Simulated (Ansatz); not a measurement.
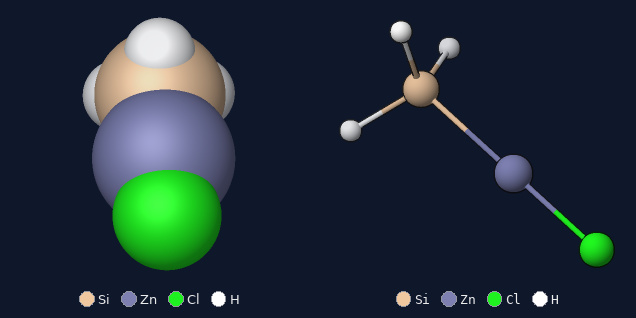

Two views of one molecule.

What does the picture show?

The molecule is ClH3SiZn. Coordination: 1 Si tetrahedral; 1 Zn linear.

The parts below concern this one geometry. Atoms keep their numbers from picture to picture. The computed structure is the end point of a PBE0-D4/def2-TZVP optimisation. No frequency run is at hand to confirm it as a minimum.

**Shape**

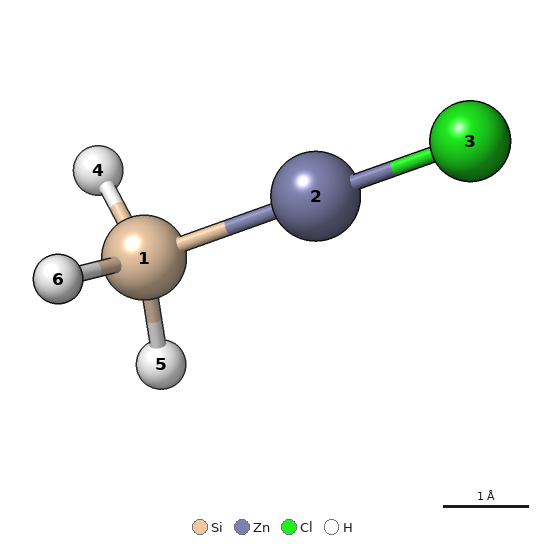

Numbered structure. No frequency run is at hand to confirm it as a minimum.

Give these bond angles: Zn2–Si1–H4, H4–Si1–H5, Si1–Zn2–Cl3.

```json
{"angle": "Zn2–Si1–H4", "degrees": "110.7"}
{"angle": "H4–Si1–H5", "degrees": "108.3"}
{"angle": "Si1–Zn2–Cl3", "degrees": "179.9"}
```

**Electronic properties**

No frequency run is at hand to confirm it as a minimum. Level of theory: RKS PBE0-D4/def2-TZVPP (Ansatz 0.2.0).

What does the calculation give?

- HOMO energy (Kohn–Sham orbital): −8.28 eV
- LUMO energy (Kohn–Sham orbital): −1.09 eV
- HOMO–LUMO gap: 7.19 eV

**Charges**

The questions are on Mulliken charges. No frequency run is at hand to confirm it as a minimum. Method: RKS PBE0-D4/def2-TZVP (Ansatz 0.2.0).

List the Mulliken charges.

```
atom  value (e)
 Si1       0.03
 Zn2       0.35
 Cl3      −0.35
  H4      −0.01
  H5      −0.01
  H6      −0.01
```

**Dipole moment**

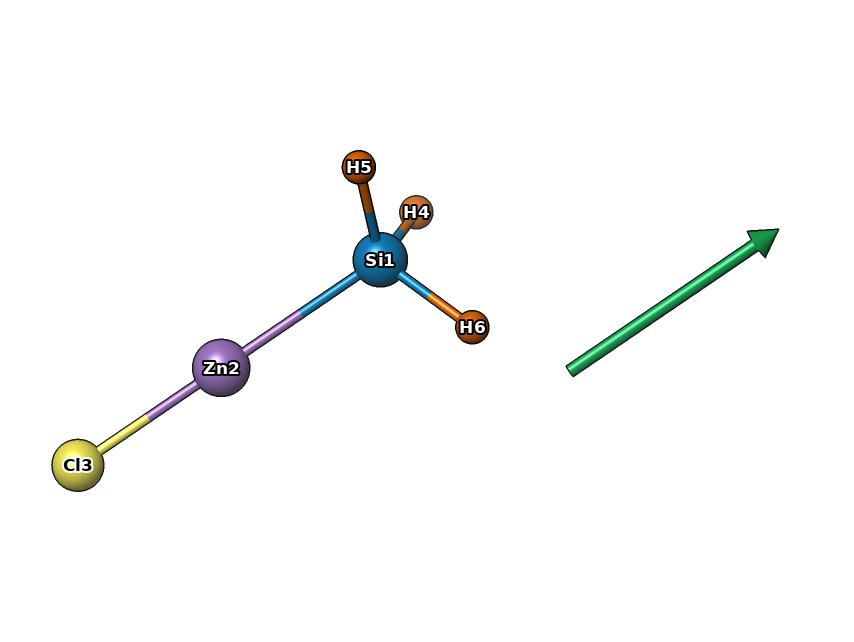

The arrow beside the molecule shows the direction of the dipole moment, from the negative to the positive end (its length means nothing). No frequency run is at hand to confirm it as a minimum. Method: RKS PBE0-D4/def2-TZVP (Ansatz 0.2.0).

Estimate the dipole moment.

2.09 D; it points from the side of Cl3 to the side of H4, H5, H6 (the outermost atoms at the two ends).

Mulliken values depend strongly on the basis set and can even reverse the polarity of a bond.
